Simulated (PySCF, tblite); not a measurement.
# C₆H₁₁B: dynamics, then NMR shifts on frames, part 2 of 2

tblite 0.8.0 and PySCF 2.14.0. Atoms count from 0. The steps go on from the part before.

### 5 Shielding tensors: 625 fs, PBE0/pcSseg-1

The job: settings as JSON, then the geometry in Å.

```
{"job": {"kind": "nmr", "xc": "PBE0", "basis": "pcSseg-1", "pop": false}, "charge": 0, "multiplicity": 1}
B      2.452100     0.403800     0.549700
C      1.443200    -0.401600     1.262900
C      1.377400    -1.866400     0.758100
C      0.161200    -0.987800     0.645100
C     -0.298800    -0.444100    -0.621800
C     -1.619700    -0.722300    -1.246000
C     -1.284400     0.650400    -0.789100
H      2.419500     0.459300    -0.622200
H      3.267500     0.941800     1.209100
H      1.381900    -0.229700     2.350500
H      1.509200    -2.680800     1.460400
H      1.992100    -1.973200    -0.129700
H     -0.648300    -1.151700     1.433700
H      0.528700    -0.480000    -1.307000
H     -1.685500    -0.832300    -2.267200
H     -2.408400    -1.080100    -0.639800
H     -1.771600     1.010700     0.083400
H     -1.094900     1.401100    -1.517500
```

With the program's defaults for keys left out, this is: GIAO PBE0/pcSseg-1 NMR shielding, non-relativistic, gas phase.

The program printed:

```text
coarse grid: 14424 points
cycle   1  E = -259.5635986316  dE =  1.087e+00  |g| = 3.942e-01  |ddm| = 3.686e+00
cycle   2  E = -259.5636031799  dE = -4.548e-06  |g| = 4.163e-01  |ddm| = 8.021e-01
cycle   3  E = -259.6092105117  dE = -4.561e-02  |g| = 4.245e-02  |ddm| = 4.322e-01
cycle   4  E = -259.6095453004  dE = -3.348e-04  |g| = 1.883e-02  |ddm| = 5.302e-02
cycle   5  E = -259.6096241685  dE = -7.887e-05  |g| = 5.993e-03  |ddm| = 1.986e-02
cycle   6  E = -259.6096324877  dE = -8.319e-06  |g| = 1.263e-03  |ddm| = 6.258e-03
final grid: 137552 points
cycle   7  E = -259.6506757695  dE = -6.162e-05  |g| = 8.715e-03  |ddm| = 4.703e-02
cycle   8  E = -259.6506703564  dE =  5.413e-06  |g| = 9.986e-03  |ddm| = 1.703e-02
cycle   9  E = -259.6506958426  dE = -2.549e-05  |g| = 6.378e-04  |ddm| = 9.181e-03
cycle  10  E = -259.6506959357  dE = -9.315e-08  |g| = 2.890e-04  |ddm| = 1.003e-03
cycle  11  E = -259.6506959559  dE = -2.017e-08  |g| = 6.686e-05  |ddm| = 3.147e-04
cycle  12  E = -259.6506959570  dE = -1.103e-09  |g| = 1.106e-05  |ddm| = 7.250e-05
cycle  13  E = -259.6506959570  dE = -2.876e-11  |g| = 3.158e-06  |ddm| = 1.495e-05
converged SCF energy = -259.6506959570

GIAO shielding tensors (ppm)
atom      isotropic    diamagn.    paramagn.     s11        s22        s33       span
  0 B       21.982     194.779    -172.797    -61.236     -3.677    130.858    192.094
  1 C      157.215     254.655     -97.441    100.310    175.297    196.037     95.727
  2 C      163.704     255.834     -92.131    134.901    165.659    190.551     55.650
  3 C      148.777     243.508     -94.731    125.813    135.176    185.341     59.529
  4 C      171.156     246.373     -75.217    141.652    159.128    212.688     71.035
  5 C      187.657     254.270     -66.613    160.201    187.294    215.477     55.276
  6 C      184.130     250.680     -66.550    158.138    180.120    214.132     55.994
  7 H       24.788      31.126      -6.338     15.816     27.562     30.987     15.171
  8 H       24.098      29.942      -5.844     17.684     26.992     27.617      9.932
  9 H       29.444      31.577      -2.134     23.420     26.705     38.206     14.786
 10 H       29.783      30.296      -0.512     24.595     25.382     39.373     14.778
 11 H       30.400      31.969      -1.569     25.509     28.139     37.553     12.044
 12 H       29.366      30.127      -0.761     22.367     28.651     37.080     14.713
 13 H       31.051      32.666      -1.615     22.300     31.324     39.530     17.230
 14 H       32.659      32.275       0.384     26.609     27.628     43.741     17.132
 15 H       32.064      31.990       0.074     26.347     28.682     41.162     14.815
 16 H       32.241      32.536      -0.295     26.964     28.930     40.829     13.865
 17 H       31.865      31.669       0.196     26.122     27.191     42.281     16.159
```

Wall time 22 s (1 thread of Intel Xeon Platinum 8375C at 2.90GHz, shared host); peak memory 0.81 GiB.

This run: δ C3 38.1, C1 29.7, C2 23.2, C4 15.8, H8 7.62, H7 6.93 ppm.

### 6 Nuclear shieldings: 800 fs, PBE0/pcSseg-1

The job: settings as JSON, then the geometry in Å.

```
{"job": {"kind": "nmr", "xc": "PBE0", "basis": "pcSseg-1", "pop": false}, "charge": 0, "multiplicity": 1}
B      2.469700     0.572800     0.431600
C      1.638800    -0.541000     1.161100
C      1.497600    -1.948200     0.665600
C      0.291400    -1.042800     0.571500
C     -0.231300    -0.621400    -0.775600
C     -1.719900    -0.854300    -1.076700
C     -1.161600     0.513400    -0.785400
H      2.383800     0.506300    -0.726400
H      3.016300     1.389400     1.038700
H      1.541900    -0.442200     2.225300
H      1.424800    -2.763800     1.384800
H      2.003000    -2.243500    -0.238600
H     -0.521400    -1.083600     1.275600
H      0.439000    -0.758000    -1.628300
H     -1.898000    -1.055200    -2.109100
H     -2.371400    -1.381100    -0.360200
H     -1.422300     0.983900     0.160600
H     -1.151300     1.199800    -1.623800
```

Method: GIAO PBE0/pcSseg-1 NMR shielding, non-relativistic, gas phase.

The program printed:

```text
coarse grid: 14424 points
cycle   1  E = -259.5767130137  dE =  8.835e-01  |g| = 3.637e-01  |ddm| = 3.647e+00
cycle   2  E = -259.5761450771  dE =  5.679e-04  |g| = 3.906e-01  |ddm| = 7.253e-01
cycle   3  E = -259.6162767106  dE = -4.013e-02  |g| = 3.793e-02  |ddm| = 3.919e-01
cycle   4  E = -259.6165527686  dE = -2.761e-04  |g| = 1.773e-02  |ddm| = 5.412e-02
cycle   5  E = -259.6166281866  dE = -7.542e-05  |g| = 6.669e-03  |ddm| = 2.184e-02
cycle   6  E = -259.6166386636  dE = -1.048e-05  |g| = 1.183e-03  |ddm| = 6.424e-03
cycle   7  E = -259.6166390123  dE = -3.487e-07  |g| = 2.177e-04  |ddm| = 1.309e-03
final grid: 137552 points
cycle   8  E = -259.6585492282  dE = -5.456e-05  |g| = 8.818e-03  |ddm| = 3.930e-02
cycle   9  E = -259.6585415035  dE =  7.725e-06  |g| = 1.052e-02  |ddm| = 1.891e-02
cycle  10  E = -259.6585703027  dE = -2.880e-05  |g| = 8.570e-04  |ddm| = 1.036e-02
cycle  11  E = -259.6585704887  dE = -1.860e-07  |g| = 2.894e-04  |ddm| = 1.135e-03
cycle  12  E = -259.6585705082  dE = -1.950e-08  |g| = 6.939e-05  |ddm| = 2.798e-04
cycle  13  E = -259.6585705094  dE = -1.203e-09  |g| = 1.288e-05  |ddm| = 7.095e-05
cycle  14  E = -259.6585705094  dE = -4.115e-11  |g| = 4.048e-06  |ddm| = 1.960e-05
converged SCF energy = -259.6585705094

GIAO shielding tensors (ppm)
atom      isotropic    diamagn.    paramagn.     s11        s22        s33       span
  0 B       11.109     194.947    -183.838    -76.843    -20.644    130.814    207.657
  1 C      157.488     254.880     -97.392     93.463    184.006    194.994    101.531
  2 C      163.470     255.577     -92.108    142.488    163.608    184.313     41.825
  3 C      148.518     244.415     -95.897    114.323    135.979    195.253     80.930
  4 C      167.968     248.276     -80.308    141.862    148.867    213.175     71.313
  5 C      177.248     256.119     -78.871    146.265    170.929    214.549     68.284
  6 C      176.167     249.744     -73.577    149.035    175.339    204.127     55.092
  7 H       24.176      31.581      -7.406     13.045     27.538     31.944     18.899
  8 H       23.265      30.546      -7.280     15.119     26.653     28.024     12.906
  9 H       30.630      32.485      -1.855     24.999     27.504     39.388     14.389
 10 H       29.831      30.358      -0.527     24.737     25.568     39.187     14.450
 11 H       30.266      32.120      -1.854     25.244     28.188     37.366     12.121
 12 H       31.235      32.703      -1.469     23.626     31.569     38.509     14.884
 13 H       30.527      32.581      -2.054     22.880     29.327     39.374     16.494
 14 H       31.630      31.615       0.015     25.288     27.230     42.371     17.084
 15 H       30.832      31.353      -0.521     25.579     28.239     38.677     13.098
 16 H       31.249      31.876      -0.628     26.184     28.741     38.821     12.637
 17 H       31.038      30.910       0.129     25.422     26.450     41.242     15.820
```

Wall time 22 s (1 thread of Intel Xeon Platinum 8375C at 2.90GHz, shared host); peak memory 0.81 GiB.

In short: δ C3 38.4, C1 29.4, C2 23.5, C4 19.0, H8 8.45, H7 7.54 ppm.

### 7 Shielding tensors: 1000 fs, PBE0/pcSseg-1

The job: settings as JSON, then the geometry in Å.

```
{"job": {"kind": "nmr", "xc": "PBE0", "basis": "pcSseg-1", "pop": false}, "charge": 0, "multiplicity": 1}
B      2.615400     0.318100    -0.198300
C      1.874600    -0.428000     0.937500
C      1.495500    -1.924700     0.861100
C      0.427400    -0.859500     0.717700
C     -0.183500    -0.696300    -0.651100
C     -1.630200    -0.954700    -0.990800
C     -1.047500     0.455400    -0.942000
H      2.649800    -0.129800    -1.273600
H      3.276300     1.259900    -0.162400
H      2.087000    -0.009100     1.931200
H      1.485200    -2.542000     1.747600
H      1.721700    -2.435600    -0.017900
H     -0.323200    -0.665000     1.503100
H      0.505700    -1.006400    -1.449100
H     -1.828500    -1.441100    -1.913300
H     -2.358000    -1.150900    -0.197000
H     -1.374700     1.045600    -0.067800
H     -0.742400     0.889200    -1.924000
```

Method: GIAO PBE0/pcSseg-1 NMR shielding, non-relativistic, gas phase.

The program printed:

```text
coarse grid: 14424 points
cycle   1  E = -259.5704771165  dE =  8.717e-01  |g| = 3.538e-01  |ddm| = 3.652e+00
cycle   2  E = -259.5721448584  dE = -1.668e-03  |g| = 3.701e-01  |ddm| = 7.181e-01
cycle   3  E = -259.6082912051  dE = -3.615e-02  |g| = 3.703e-02  |ddm| = 3.861e-01
cycle   4  E = -259.6085623657  dE = -2.712e-04  |g| = 1.690e-02  |ddm| = 5.455e-02
cycle   5  E = -259.6086296215  dE = -6.726e-05  |g| = 6.336e-03  |ddm| = 2.078e-02
cycle   6  E = -259.6086389262  dE = -9.305e-06  |g| = 1.208e-03  |ddm| = 6.276e-03
final grid: 137552 points
cycle   7  E = -259.6503626361  dE = -5.875e-05  |g| = 8.594e-03  |ddm| = 4.432e-02
cycle   8  E = -259.6503566080  dE =  6.028e-06  |g| = 9.994e-03  |ddm| = 1.802e-02
cycle   9  E = -259.6503825645  dE = -2.596e-05  |g| = 6.514e-04  |ddm| = 9.560e-03
cycle  10  E = -259.6503826596  dE = -9.506e-08  |g| = 2.924e-04  |ddm| = 9.808e-04
cycle  11  E = -259.6503826798  dE = -2.020e-08  |g| = 6.458e-05  |ddm| = 3.000e-04
cycle  12  E = -259.6503826809  dE = -1.060e-09  |g| = 1.074e-05  |ddm| = 7.233e-05
cycle  13  E = -259.6503826809  dE = -2.831e-11  |g| = 3.076e-06  |ddm| = 1.523e-05
converged SCF energy = -259.6503826809

GIAO shielding tensors (ppm)
atom      isotropic    diamagn.    paramagn.     s11        s22        s33       span
  0 B       10.112     190.844    -180.732    -62.111    -39.732    132.180    194.291
  1 C      160.815     254.458     -93.642    100.168    178.598    203.680    103.512
  2 C      164.693     257.559     -92.866    141.095    161.282    191.701     50.606
  3 C      145.221     241.846     -96.626    116.637    135.352    183.673     67.036
  4 C      160.565     251.615     -91.050    132.459    142.584    206.651     74.192
  5 C      179.168     255.513     -76.345    151.316    171.557    214.631     63.316
  6 C      177.197     251.112     -73.915    156.681    167.228    207.682     51.002
  7 H       24.243      31.351      -7.107     15.055     27.075     30.600     15.545
  8 H       23.293      30.060      -6.766     16.760     25.006     28.114     11.354
  9 H       29.516      30.990      -1.474     24.076     26.047     38.425     14.350
 10 H       30.074      31.030      -0.956     24.936     25.909     39.378     14.443
 11 H       31.358      33.804      -2.446     25.559     29.677     38.837     13.278
 12 H       30.133      31.293      -1.159     23.754     29.215     37.430     13.676
 13 H       30.617      34.063      -3.446     22.506     30.865     38.480     15.975
 14 H       31.603      31.724      -0.121     25.473     27.284     42.052     16.579
 15 H       31.209      31.642      -0.433     25.851     28.108     39.667     13.816
 16 H       30.892      31.267      -0.376     26.235     27.659     38.782     12.547
 17 H       30.247      30.301      -0.054     24.046     26.412     40.283     16.237
```

Wall time 22 s (1 thread of Intel Xeon Platinum 8375C at 2.90GHz, shared host); peak memory 0.81 GiB.

In short: δ C3 41.7, C4 26.4, C1 26.1, C2 22.2, H8 8.42, H7 7.47 ppm.

### 8 Run by run: NMR shifts

Shifts (ppm) of some atoms, chosen among heavy atoms and hydrogens apart, with basis size and wall time:

```csv
frame,C3,C2,C5,C6,C4,H11,H14,functions,time
250 fs,52.4,29.0,13.0,11.8,6.5,2.15,2.07,174,22 s
425 fs,49.2,40.9,10.6,20.0,14.6,3.55,1.07,174,23 s
625 fs,38.1,23.2,-0.7,2.8,15.8,1.32,-0.94,174,22 s
800 fs,38.4,23.5,9.7,10.8,19.0,1.45,0.09,174,22 s
1000 fs,41.7,22.2,7.8,9.7,26.4,0.36,0.11,174,22 s
```

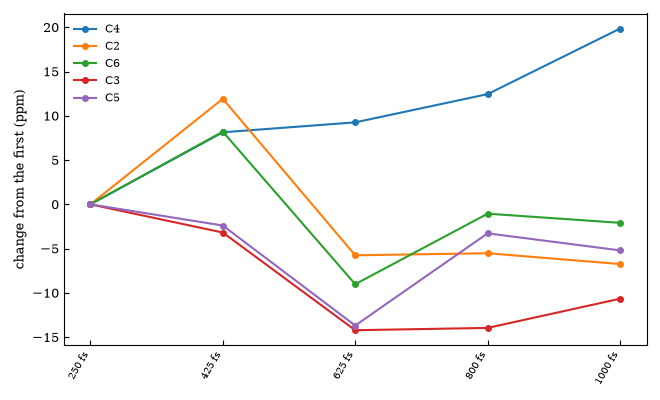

How five of the tabulated atoms move from run to run.

### 9 Summary of results

What follows sums up all 2 parts.

| quantity | value |
| --- | --- |
| thermostat | 300 K |
| mean temperature, second half | 279 K |
| mean potential energy above the minimum | 0.61 eV |
| ¹³C shifts against TMS (PBE0/pcSseg-1, 250 fs) | 52.4, 29.0, 27.0, 13.0, 11.8, 6.5 ppm |
| ¹H shifts against TMS (PBE0/pcSseg-1, 250 fs) | 7.53, 7.07, 2.20, 2.15, 2.07, 1.15, 0.88, 0.85, 0.65, 0.52, 0.44 ppm |
| ¹¹B shifts against BF3·OEt2 (PBE0/pcSseg-1, 250 fs) | 78.3 ppm |
| range of the shift of C4 | 6.5 to 26.4 ppm |

What this shows: In the second half the potential energy averages 0.61 eV above the minimum; equipartition over 48 harmonic modes at 300 K would give 0.62 eV. With 18 atoms the temperature swings widely (149 to 410 K). Shifts at one fixed geometry are not the observed spectrum, which averages over the motion. In the first frame run (250 fs): The largest span, 193 ppm, is at B0, where the paramagnetic term is -172 ppm. In ppm, C4 moves most: its shift spreads over 19.8 ppm, from 6.5 (250 fs) to 26.4 (1000 fs).
